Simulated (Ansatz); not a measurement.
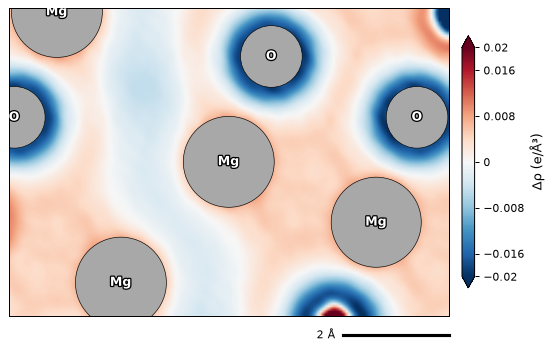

Mg3O2. Difference of the valence pseudo-densities of two functionals at the same geometry, on the (101̄) plane of the calculation cell: PBE less r2SCAN.

Both computed with Ansatz (plane waves, PAW), on the same k-point mesh. Grey discs cover the atomic cores.

Question: Where does the change of functional move the electrons?

Answer: Against r2SCAN, PBE gives less density around O (−0.015 e/Å³ on average at 0.7 Å from the nucleus).
